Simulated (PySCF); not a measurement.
# CFO, doublet, SMILES `F[C]=O`: electronic structure

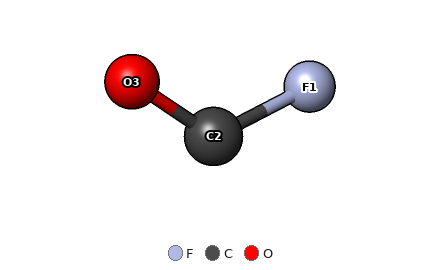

The molecule, with its atoms numbered as below. No frequency check shows the geometry to be a minimum.

Coordinates in Å:

```
F1      -1.0961   -0.1238    0.0000
C2       0.1191    0.4060    0.0000
O3       1.1438   -0.1652    0.0000
```

Part 1: Bonding charge

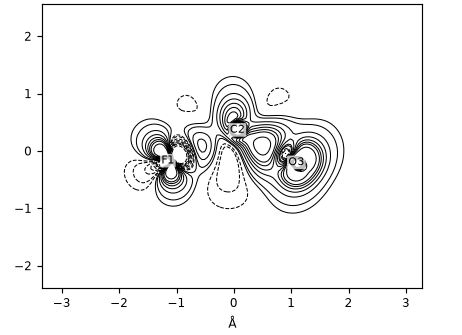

Deformation density (molecule less spherical, spin-averaged free atoms) in the molecular plane; contours at ±0.05 to ±0.8 e/Å³; solid lines: gain, dashed lines: loss.

Computed with PySCF, HF/def2-SVPD, geometry: GFN2-xTB. The stability of the open-shell solution wasn't checked. GFN2-xTB doesn't know the spin state, so this open-shell geometry is rough.

**Describe the bonding that the map shows.**

C2–O3: +0.85 e/Å³ at the bond critical point (bond length 1.17 Å). F1–C2: +0.13 e/Å³ at the bond critical point (bond length 1.33 Å). In all, 0.8 electrons gather in the regions of gain relative to the promolecule. A small or negative value marks a very polar bond, one between electron-rich atoms, whose free-atom densities already overlap strongly, a long bond to a heavier atom, or a closed-shell contact such as a hydrogen bond.

**Where do the Hirshfeld charges lie?**

The highest Hirshfeld charge is on C2 (+0.32 e), the lowest on O3 (−0.23 e).

Part 2: Local ionisation energy

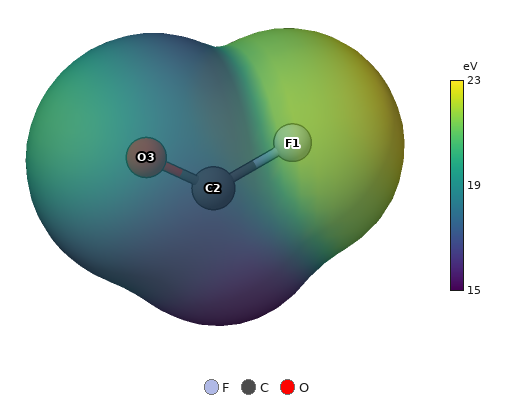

Average local ionisation energy on the surface of electron density 0.001 a.u.

**Locate the minima of the map.**

The lowest value is 15.3 eV, 2.0 Å from C2. Further minima include 17.3 eV, 1.8 Å from O3. For comparison, the highest occupied orbital lies at −13.1 eV.

**What volume does the surface enclose, and what is the dipole moment?**

About 45 Å³; the dipole moment is 1.3 D.

Part 3: Spin density

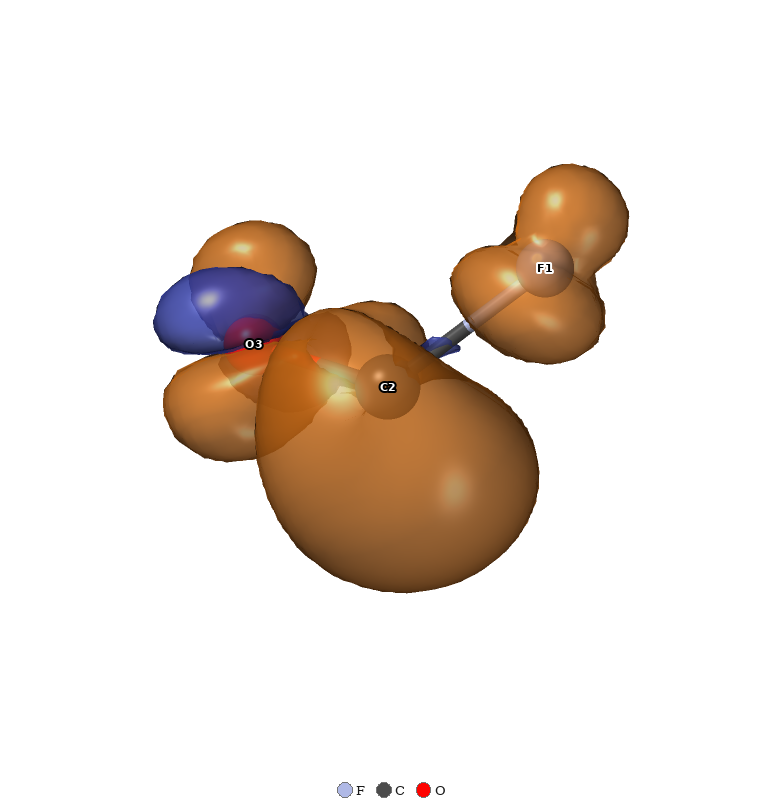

Spin density ρα − ρβ at ±0.05 e/Å³ (orange: excess α, blue: excess β).

**How is the spin shared among the atoms?**

Hirshfeld spin populations: C2 +0.76, F1 +0.15 and O3 +0.09. ⟨S²⟩ = 0.78, against 0.75 for a pure state. The picture also shows regions of β spin from spin polarisation; the Hirshfeld sums, whose atoms overlap, net them against the α spin of neighbours.

Part 4: In an electric field

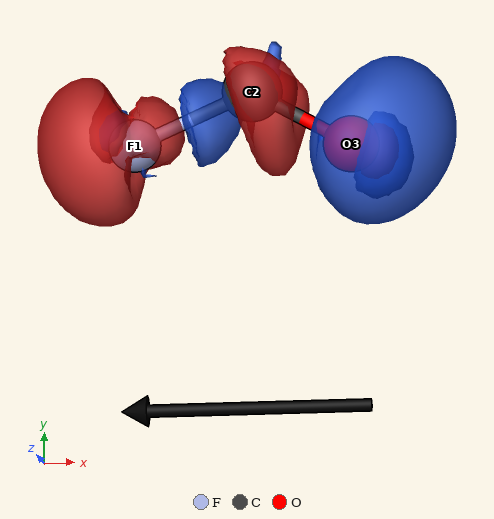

Change of the electron density in a uniform field of 0.21 V/Å along −x (arrow), surfaces at ±0.002 e/Å³ (blue: gain, red: loss).

Computed with PySCF, PBE0/def2-SVPD, geometry: GFN2-xTB. The stability of the open-shell solution wasn't checked. GFN2-xTB doesn't know the spin state, so this open-shell geometry is rough.

The field was applied in both directions; the picture shows the one opposite to the script's first.

**How large is the response?**

The induced dipole is 0.22 D (along the field); α along this axis, from the fields in both directions, is 21 bohr³ (3.2 Å³).

Part 5: Removing or adding an electron

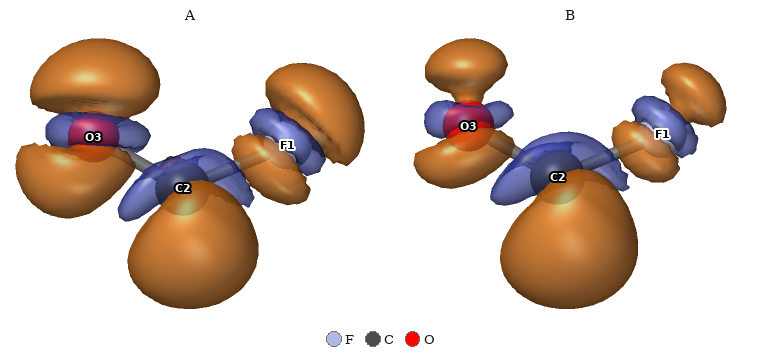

The two Fukui functions at ±0.04 e/Å³ (orange positive, blue negative).

Computed with PySCF, PBE0/def2-SVPD, geometry: GFN2-xTB. GFN2-xTB doesn't know the spin state, so this open-shell geometry is rough.

**Which panel is f⁻ (electron removed) and which f⁺ (electron added)?**

A is f⁻, B is f⁺. f⁻ (Hirshfeld-condensed) is largest on C2 (0.42), O3 (0.34) and F1 (0.24); the vertical ionisation energy is 11.58 eV (to the singlet cation, which needn't be its lowest state). f⁺ (Hirshfeld-condensed) is largest on C2 (0.51); the vertical electron affinity is 1.12 eV (to the singlet anion, which needn't be its lowest state; the anion's highest orbital has positive energy, so this value and f⁺ depend on the basis).

The PySCF runs shown took 2.1 s, 14 s and 13 s on 1 thread of Arm Neoverse N1 (shared host).
